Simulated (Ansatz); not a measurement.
**AlH$_{3}$O$_{3}$ (SMILES [OH][Al]([OH])[OH]): density, localisation and related maps**

Input

```
crystal:
  periodic: [false, false, false]
  atoms:
    - {symbol: Al, position_ang: [-1.313725, -0.351784, 1.158693]}
    - {symbol: O, position_ang: [-2.787172, 0.338521, 1.634428]}
    - {symbol: O, position_ang: [-0.060289, -0.534367, 2.285391]}
    - {symbol: O, position_ang: [-1.093732, -0.859502, -0.443717]}
    - {symbol: H, position_ang: [-2.967216, 0.642748, 2.524831]}
    - {symbol: H, position_ang: [0.791913, -0.917106, 2.073152]}
    - {symbol: H, position_ang: [-1.765928, -0.781139, -1.121803]}
basis:
  gaussian:
    orbitals: def2-TZVPD
hamiltonian:
  xc: {name: PBE0}
output: {forces: true, orbitals: {seedname: orbitals}}
```

Run with:

```sh
ansatz run input.yaml --threads 2 --pin off --max-ram 5220MiB --events-out events.jsonl --progress --plain --runs-dir runs
```

Geometry: PBE0-D4/def2-SVP.

All numbers below come from Ansatz 0.2.0, isolated molecule in a Gaussian basis; Kohn-Sham density functional theory, functional PBE0.

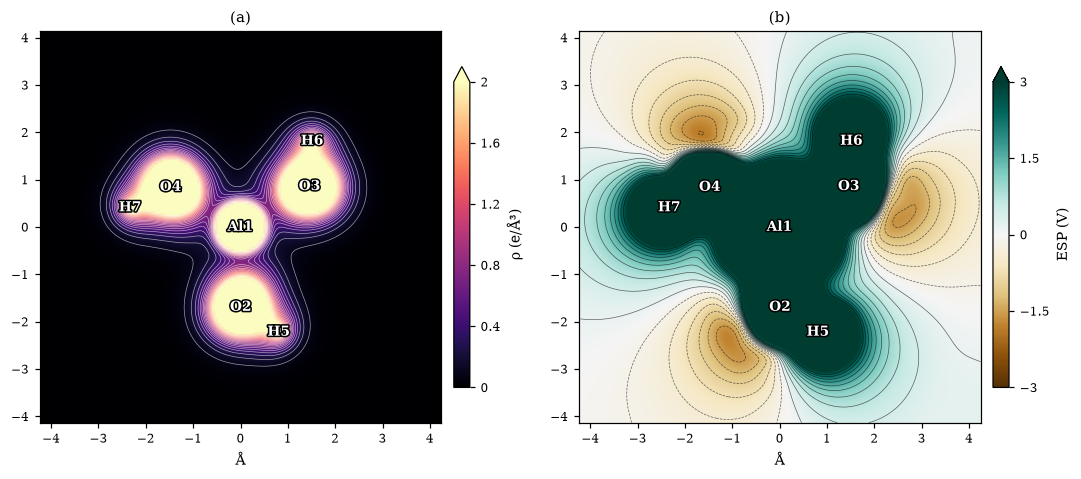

Figure 1. (a) total electron density; (b) molecular electrostatic potential on the molecular plane.

Interpret the plot.

The section cuts through Al, O and H sites. Al–O (1.70 Å): ρ is about 0.91 e/Å³ halfway. O–H (0.96 Å): the density is about 3.8 e/Å³ at the midpoint. Outside the dense part of the molecule the potential is most negative (−1.9 V) near O2, O3 and O4.

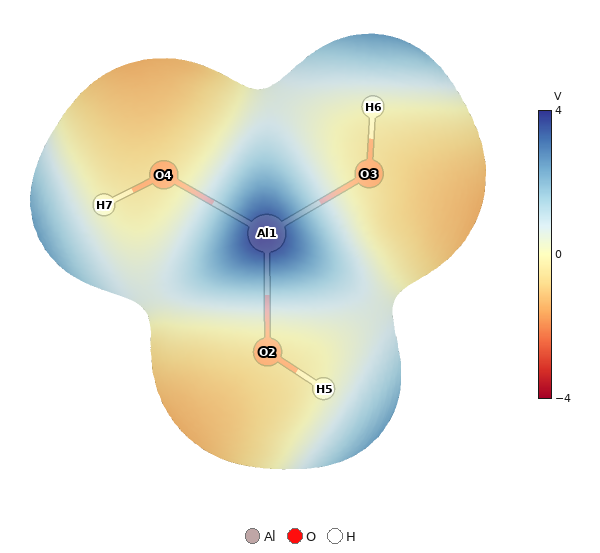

Figure 2. The molecular electrostatic potential painted on the density surface at 0.002 e/bohr³, seen across its widest extent; the colour scale runs from red (negative) to blue (positive).

Which sites attract a positive test charge, and which a negative one?

A positive charge is drawn to the negative regions and a negative charge to the positive ones. The most negative region (about −1.4 V, or −32 kcal/mol for a unit charge) lies over O2, O3 and O4, the most positive (about +3.7 V, or +85 kcal/mol for a unit charge) over Al1.

How polar is the molecule by this calculation?

Its dipole moment is zero.
